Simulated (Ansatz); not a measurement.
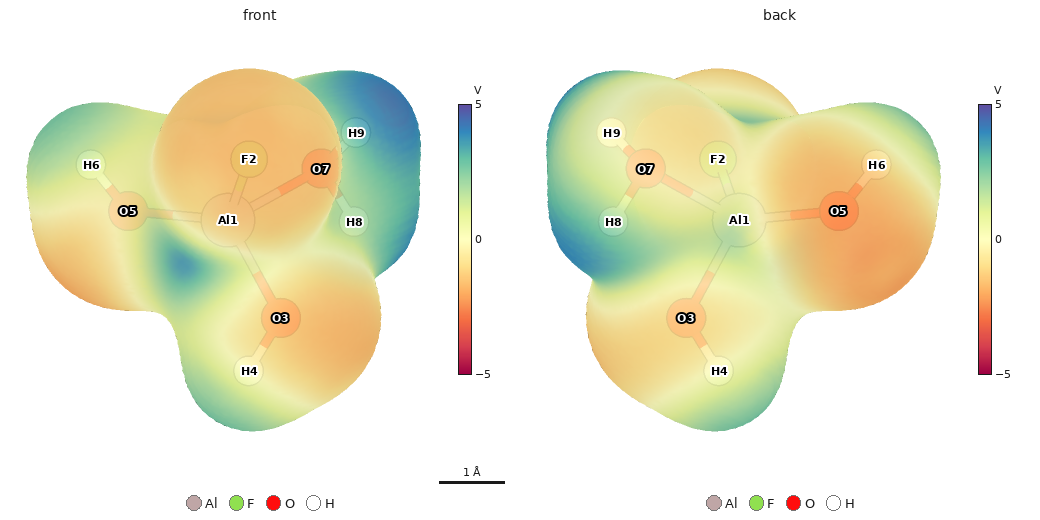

Figure 1: AlFH4O3. The electrostatic potential painted on the density surface at 0.004 e/bohr³, seen from the front and from behind; the colour scale runs from red (negative) to blue (positive).

The calculation used RKS B3LYP-D4/6-31G* in Ansatz.

```xyz
9

Al   -0.0941   -0.0952    0.2749
F    -0.3185   -0.7097    1.8164
O     1.5260    0.0757   -0.3180
H     1.8075   -0.4088   -1.1018
O    -1.3374   -0.3433   -0.8811
H    -2.1883   -0.6867   -0.5845
O     0.0286    1.7908    0.8928
H     0.9328    1.9710    0.5605
H     0.0750    1.7724    1.8655
```

Q: Which sites attract a positive test charge, and which a negative one?

A: A positive charge is drawn to the negative regions and a negative charge to the positive ones. The most negative region (about −2.2 V) lies over O5, the most positive (about +4.3 V) over H9. O5 is the likeliest acceptor of a hydrogen bond.
